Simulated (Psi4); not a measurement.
Run report: N₂O, geometry relaxation (part 1 of 4)

- system: N₂O
- method: CAM-B3LYP/aug-cc-pVDZ, RKS (Psi4 1.11)

The geometry comes from this level: PBE0-D4/def2-TZVP.

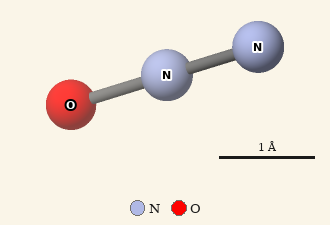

**Figure 1.** The input geometry (ball-and-stick view, seen at a tilt). Bond lengths as drawn: N–N 1.12 Å and N–O 1.17 Å.

Input (n2o.dat)
```
memory 1600 MB

molecule {
  N     -0.511700     1.001300    -0.167900
  N     -0.008400     0.016500    -0.002800
  O      0.520100    -1.017800     0.170700
  units angstrom
  symmetry c1
}

set basis aug-cc-pVDZ
set puream true
set scf_type pk
set dft_radial_points 99
set dft_spherical_points 590
set g_convergence gau_tight
set geom_maxiter 50

e = opt('cam-b3lyp')
print_variables()
```

Machine: 1 thread of Intel Xeon @ 2.50GHz (Skylake/Cascade Lake), 64 GiB of memory available, shared host.

Launched with:
```bash
psi4 -n 1 n2o.dat n2o.out
```

Output
```
Psi4 1.11 release

gradient() will perform analytic gradient computation.

   => Loading Basis Set <=

    Name: AUG-CC-PVDZ
    Role: ORBITAL
    Keyword: BASIS

         ---------------------------------------------------------
                                   SCF
                              RKS Reference
                        1 Threads,   1525 MiB Core
         ---------------------------------------------------------

  ==> Geometry <==

    Molecular point group: c1
    Full point group: C1v

    Geometry (in Angstrom), charge = 0, multiplicity = 1:

       Center              X                  Y                   Z               Mass
    ------------   -----------------  -----------------  -----------------  -----------------
         N            0.000031681980     0.000038850895     1.189253039876    14.003074004430
         N            0.000031681980     0.000038850895     0.071040206825    14.003074004430
         O           -0.000055473270    -0.000068025616    -1.103349409521    15.994914619570

  Running in c1 symmetry.

  Rotational constants: A = 391308416.38910  B =      0.42843  C =      0.42843 [cm^-1]
  Rotational constants: A = 11731131198537.65820  B =  12844.01759  C =  12844.01758 [MHz]
  Nuclear repulsion =   61.347861729966489

  Charge       = 0
  Multiplicity = 1
  Electrons    = 22
  Nalpha       = 11
  Nbeta        = 11

  ==> Algorithm <==

  SCF Algorithm Type is PK.
  DIIS enabled.
  MOM disabled.
  Fractional occupation disabled.
  Guess Type is SAD.
  Energy threshold   = 1.00e-08
  Density threshold  = 1.00e-08
  Integral threshold = 1.00e-12

  ==> Primary Basis <==

  Basis Set: AUG-CC-PVDZ
    Blend: AUG-CC-PVDZ
    Number of shells: 27
    Number of basis functions: 69
    Number of Cartesian functions: 75
    Spherical Harmonics?: true
    Max angular momentum: 2

  ==> DFT Potential <==

   => LibXC <=

    Version 7.1.2

   => Composite Functional: CAM-B3LYP <=

    CAM-B3LYP Hyb-GGA Exchange-Correlation Functional

    Deriv               =              1
    GGA                 =           TRUE
    Meta                =          FALSE

    Exchange Hybrid     =           TRUE
    MP2 Hybrid          =          FALSE

   => Exchange Functionals <=

    0.3500         Becke 88 [omega = 0.3300]
    0.4600   Short-range recipe for B88 functional - erf [omega = 0.3300]

   => Exact (HF) Exchange <=

    0.4600            HF,LR [omega = 0.3300]
    0.1900               HF

   => Correlation Functionals <=

    0.1900   Vosko, Wilk & Nusair (VWN5)
    0.8100   Lee, Yang & Parr

   => LibXC Density Thresholds  <==

    XC_HYB_GGA_XC_CAM_B3LYP:  1.00E-14

   => Molecular Quadrature <=

    Radial Scheme          =       TREUTLER
    Pruning Scheme         =           NONE
    Nuclear Scheme         =       TREUTLER

    Blocking Scheme        =         OCTREE
    BS radius alpha        =              1
    Pruning alpha          =              1
    Radial Points          =             99
    Spherical Points       =            590
    Total Points           =         171439
    Total Blocks           =           1317
    Max Points             =            256
    Max Functions          =             69
    Weights Tolerance      =       1.00E-15

  ==> Integral Setup <==

  Using in-core PK algorithm.
   Calculation information:
      Number of atoms:                   3
      Number of AO shells:              27
      Number of primitives:             75
      Number of atomic orbitals:        75
      Number of basis functions:        69

      Integral cutoff                 1.00e-12
      Number of threads:                 1

  Performing in-core PK
  Using 8751960 doubles for integral storage.
  We computed 71626 shell quartets total.
  Whereas there are 71631 unique shell quartets.

  Computing range-separated integrals for PK
  We computed 71626 wK shell quartets total.
  Whereas there are 71631 wK unique shell quartets.

  ==> DiskJK: Disk-Based J/K Matrices <==

    J tasked:                  Yes
    K tasked:                  Yes
    wK tasked:                 Yes
    Omega:               3.300E-01
    Memory [MiB]:              811
    Schwarz Cutoff:          1E-12

  Cached 100.0% of DFT collocation blocks in 0.325 [GiB].

  Minimum eigenvalue in the overlap matrix is 9.1209597820E-05.
  Reciprocal condition number of the overlap matrix is 1.6593457958E-05.
    Using symmetric orthogonalization.

  ==> Pre-Iterations <==

  SCF Guess: Superposition of Atomic Densities via on-the-fly atomic UHF (no occupation information).

   -------------------------
    Irrep   Nso     Nmo
   -------------------------
     A         69      69
   -------------------------
    Total      69      69
   -------------------------

  ==> Iterations <==

                        Total Energy        Delta E     RMS |[F,P]|

   @RKS iter SAD:  -184.23236294569764   -1.84232e+02   0.00000e+00
   @RKS iter   1:  -184.53289153798889   -3.00529e-01   7.04431e-03 DIIS/ADIIS
   @RKS iter   2:  -184.46985535450546    6.30362e-02   9.35904e-03 DIIS/ADIIS
   @RKS iter   3:  -184.61395893259882   -1.44104e-01   1.90383e-03 DIIS/ADIIS
   @RKS iter   4:  -184.61907390436775   -5.11497e-03   9.40721e-04 DIIS/ADIIS
   @RKS iter   5:  -184.62066257076233   -1.58867e-03   1.02215e-04 DIIS/ADIIS
   @RKS iter   6:  -184.62068532751664   -2.27568e-05   1.88197e-05 DIIS
   @RKS iter   7:  -184.62068611615544   -7.88639e-07   2.87100e-06 DIIS
   @RKS iter   8:  -184.62068613898413   -2.28287e-08   4.15231e-07 DIIS
   @RKS iter   9:  -184.62068613948412   -4.99995e-10   4.86601e-08 DIIS
   @RKS iter  10:  -184.62068613949231   -8.18545e-12   1.05031e-08 DIIS
   @RKS iter  11:  -184.62068613949265   -3.41061e-13   8.41163e-10 DIIS
  Energy and wave function converged.

  ==> Post-Iterations <==

   Electrons on quadrature grid:
      Ntotal   =   22.0000000192 ; deviation = 1.919e-08

    Orbital Energies [Eh]
    ---------------------

    Doubly Occupied:

       1A    -19.327722     2A    -14.653420     3A    -14.517210
       4A     -1.349079     5A     -1.187443     6A     -0.684478
       7A     -0.653236     8A     -0.653236     9A     -0.556908
      10A     -0.413845    11A     -0.413845

    Virtual:

      12A      0.027952    13A      0.027952    14A      0.033838
      15A      0.079497    16A      0.110646    17A      0.110646
      18A      0.137195    19A      0.164649    20A      0.164649
      21A      0.221484    22A      0.238376    23A      0.245659
      24A      0.245659    25A      0.305722    26A      0.381948
      27A      0.451516    28A      0.451516    29A      0.582300
      30A      0.683941    31A      0.690272    32A      0.690272
      33A      0.755108    34A      0.755108    35A      0.766564
      36A      0.766564    37A      0.869114    38A      0.952160
      39A      0.952160    40A      0.980986    41A      1.043450
      42A      1.043450    43A      1.073312    44A      1.073312
      45A      1.120640    46A      1.273889    47A      1.302620
      48A      1.302620    49A      1.589784    50A      1.851346
      51A      1.851346    52A      1.980877    53A      1.980877
      54A      2.012627    55A      2.012627    56A      2.158254
      57A      2.353040    58A      2.353040    59A      2.777777
      60A      2.777777    61A      2.787530    62A      2.927596
      63A      3.196011    64A      3.273994    65A      3.273994
      66A      3.472594    67A      3.652505    68A      3.652505
      69A      4.110956

    Final Occupation by Irrep:
              A
    DOCC [    11 ]
    NA   [    11 ]
    NB   [    11 ]

  @RKS Final Energy:  -184.62068613949265

   => Energetics <=

    Nuclear Repulsion Energy =             61.3478617299664890
    One-Electron Energy =                -371.8352127066908679
    Two-Electron Energy =                 142.2880656613480141
    DFT Exchange-Correlation Energy =     -16.4214008241162865
    Empirical Dispersion Energy =           0.0000000000000000
    VV10 Nonlocal Energy =                  0.0000000000000000
    Total Energy =                       -184.6206861394926477

Computation Completed

Properties will be evaluated at   0.000000,   0.000000,   0.000000 [a0]

Properties computed using the SCF density matrix

 Multipole Moments:

 ------------------------------------------------------------------------------------
     Multipole            Electronic (a.u.)      Nuclear  (a.u.)        Total (a.u.)
 ------------------------------------------------------------------------------------

 L = 1.  Multiply by 2.5417464519 to convert [e a0] to [Debye]
 Dipole X            :          0.0000220           -0.0000005            0.0000215
 Dipole Y            :          0.0000270           -0.0000006            0.0000264
 Dipole Z            :          0.0567052           -0.0089621            0.0477431
 Magnitude           :                                                    0.0477431

 ------------------------------------------------------------------------------------

	total time  =          8 seconds =       0.13 minutes

         ------------------------------------------------------------
                                   SCF GRAD
         ------------------------------------------------------------

  ==> Geometry <==

    Molecular point group: c1
    Full point group: C1v

    Geometry (in Angstrom), charge = 0, multiplicity = 1:

       Center              X                  Y                   Z               Mass
    ------------   -----------------  -----------------  -----------------  -----------------
         N            0.000031681980     0.000038850895     1.189253039876    14.003074004430
         N            0.000031681980     0.000038850895     0.071040206825    14.003074004430
         O           -0.000055473270    -0.000068025616    -1.103349409521    15.994914619570

  Nuclear repulsion =   61.347861729966489

  ==> Basis Set <==

  Basis Set: AUG-CC-PVDZ
    Blend: AUG-CC-PVDZ
    Number of shells: 27
    Number of basis functions: 69
    Number of Cartesian functions: 75
    Spherical Harmonics?: true
    Max angular momentum: 2

  ==> DirectJKGrad: Integral-Direct SCF Gradients <==

    Gradient:                    1
    J tasked:                  Yes
    K tasked:                  Yes
    wK tasked:                 Yes
    Omega:               3.300E-01
    Integrals threads:           1
    Schwarz Cutoff:          1E-12

   => Molecular Quadrature <=

    Radial Scheme          =       TREUTLER
    Pruning Scheme         =           NONE
    Nuclear Scheme         =       TREUTLER

    Blocking Scheme        =         OCTREE
    BS radius alpha        =              1
    Pruning alpha          =              1
    Radial Points          =             99
    Spherical Points       =            590
    Total Points           =         171439
    Total Blocks           =           1317
    Max Points             =            256
    Max Functions          =             69
    Weights Tolerance      =       1.00E-15

  -Total Gradient:
     Atom            X                  Y                   Z
    ------   -----------------  -----------------  -----------------
       1       -0.000005818994    -0.000007135700    -0.021075587018
       2        0.000009799582     0.000012017005     0.000068604722
       3       -0.000003980299    -0.000004880951     0.021007220375

	total time  =          5 seconds =       0.08 minutes

    			-----------------------------------------

    			 OPTKING 3.0: for geometry optimizations

    			        with contributions from

    			-----------------------------------------

	                            ===> Fragment 1 <==

	 Z (Atomic Numbers)          Masses                          Geom
	       7.000000            14.003074          0.00005987  0.00007342  2.24736254
	       7.000000            14.003074          0.00005987  0.00007342  0.13424653
	       8.000000            15.994915         -0.00010483 -0.00012855 -2.08502820

	 - Coordinate -           - BOHR/RAD -       - ANG/DEG -
	 R(1,2)           =         2.113116           1.118213
	 R(2,3)           =         2.219275           1.174390
	 L(1,2,3)         =         3.141475         179.993272
	 l(1,2,3)         =         3.141593         180.000000

	        --- Internal Coordinate Step in ANG or DEG, aJ/ANG or AJ/DEG ---
	-------------------------------------------------------------------------------
	           Coordinate      Previous         Force          Change          New
	           ----------      --------        ------          ------        ------
	               R(1,2)       1.11821        0.17364        0.00699       1.12520
	               R(2,3)       1.17439        0.17307        0.00935       1.18374
	             L(1,2,3)     179.99327        0.00000        0.00445     179.99772
	             l(1,2,3)     180.00000       -0.00000       -0.00000     180.00000
	-------------------------------------------------------------------------------

	                                 ==> Convergence Check <==

	Measures of convergence in internal coordinates in au.

	Criteria marked as inactive (o), active & met (*), and active & unmet ( ).

	----------------------------------------------------------------------------------------------~
	   Step    Total Energy     Delta E     Max Force     RMS Force      Max Disp      RMS Disp   ~
	----------------------------------------------------------------------------------------------~
	  Convergence Criteria              o    1.50e-05 *    1.00e-05 *    6.00e-05 *    4.00e-05 *~
	----------------------------------------------------------------------------------------------~
	     1    -184.62068614   -1.85e+02 o    2.11e-02      1.49e-02      1.77e-02      1.10e-02    ~
	----------------------------------------------------------------------------------------------

Next Geometry in Ang
	Fragment 1 (Ang)

	    N   0.0000415506   0.0000509526   1.1970278024
	    N   0.0000130524   0.0000160058   0.0718280952
	    O  -0.0000467123  -0.0000572822  -1.1119120604

    Structure for next step:
    Molecular point group: c1
    Full point group: C1

    Geometry (in Angstrom), charge = 0, multiplicity = 1:

    N           -0.000000000000     0.000017131461     1.197415418203
    N           -0.000000000000     0.000017131461     0.072215710101
    O            0.000000000001    -0.000029996174    -1.111524448290

gradient() will perform analytic gradient computation.

  ==> Geometry <==

    Molecular point group: c1
    Full point group: C1

    Geometry (in Angstrom), charge = 0, multiplicity = 1:

       Center              X                  Y                   Z               Mass
    ------------   -----------------  -----------------  -----------------  -----------------
         N           -0.000000000000     0.000017131461     1.197415418203    14.003074004430
         N           -0.000000000000     0.000017131461     0.072215710101    14.003074004430
         O            0.000000000001    -0.000029996174    -1.111524448290    15.994914619570

  Running in c1 symmetry.

  Rotational constants: A = 3356804088.59187  B =      0.42237  C =      0.42237 [cm^-1]
  Rotational constants: A = 100634454874340.78125  B =  12662.27229  C =  12662.27228 [MHz]
  Nuclear repulsion =   60.913090995736667

  Charge       = 0
  Multiplicity = 1
  Electrons    = 22
  Nalpha       = 11
  Nbeta        = 11

  ==> Algorithm <==

  SCF Algorithm Type is PK.
  DIIS enabled.
  MOM disabled.
  Fractional occupation disabled.
  Guess Type is READ.
  Energy threshold   = 1.00e-08
  Density threshold  = 1.00e-08
  Integral threshold = 1.00e-12

   => Molecular Quadrature <=

    Radial Scheme          =       TREUTLER
    Pruning Scheme         =           NONE
    Nuclear Scheme         =       TREUTLER

    Blocking Scheme        =         OCTREE
    BS radius alpha        =              1
    Pruning alpha          =              1
    Radial Points          =             99
    Spherical Points       =            590
    Total Points           =         171457
    Total Blocks           =           1307
    Max Points             =            256
    Max Functions          =             69
    Weights Tolerance      =       1.00E-15

   => Loading Basis Set <=

    Name: AUG-CC-PVDZ
    Role: ORBITAL
    Keyword: BASIS

  Reading orbitals from file scr/n2o.default.26642.180.npy, no projection.

  ==> DiskJK: Disk-Based J/K Matrices <==

    J tasked:                  Yes
    K tasked:                  Yes
    wK tasked:                 Yes
    Omega:               3.300E-01
    Memory [MiB]:              810
    Schwarz Cutoff:          1E-12

  Cached 100.0% of DFT collocation blocks in 0.326 [GiB].

  Minimum eigenvalue in the overlap matrix is 9.4270347319E-05.
  Reciprocal condition number of the overlap matrix is 1.7191621533E-05.
    Using symmetric orthogonalization.

  ==> Pre-Iterations <==

  SCF Guess: Orbitals guess was supplied from a previous computation.

   -------------------------------------------------------
    Irrep   Nso     Nmo     Nalpha   Nbeta   Ndocc  Nsocc
   -------------------------------------------------------
     A         69      69      11      11      11       0
   -------------------------------------------------------
    Total      69      69      11      11      11       0
   -------------------------------------------------------

  ==> Iterations <==

                        Total Energy        Delta E     RMS |[F,P]|
```
